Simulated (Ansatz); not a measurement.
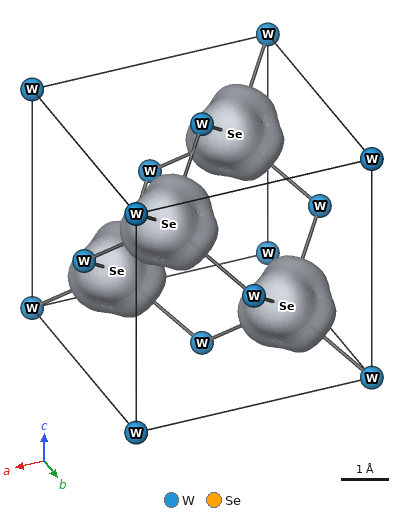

Figure 1: WSe. Isosurface of the electron localisation function at 0.7 (grey), seen at an oblique angle. Core shells and regions of very low density are left out. Sticks mark near contacts.

Space group F-43m; started from the zinc blende prototype, which need not be the ambient phase; computed pressure about 4 GPa in this cell; Hubbard U of 4 eV on W d only.

Computed with Ansatz, DFT PBEsol+U, scalar-relativistic, plane waves, PAW.

Core electrons are frozen (PAW), and the valence fields are smoothed inside the atomic spheres.

```
CELL_PARAMETERS angstrom
5.58467 0.00000 0.00000
0.00000 0.00000 -5.58467
0.00000 5.58467 0.00000
ATOMIC_POSITIONS crystal
W 0.50000 0.50000 0.00000
W 0.00000 0.50000 0.50000
W 0.00000 0.00000 0.00000
W 0.50000 0.00000 0.50000
Se 0.25000 0.75000 0.25000
Se 0.75000 0.75000 0.75000
Se 0.75000 0.25000 0.25000
Se 0.25000 0.25000 0.75000
```

Describe the localisation domains.

The surface consists of four regions wrapped around Se (the valence shell of each), counted in one cell of 8 atoms. Regions shared between cells count once.

Values along the shortest contacts:
W–Se (2.42 Å): the ELF is about 0.45 at the midpoint.
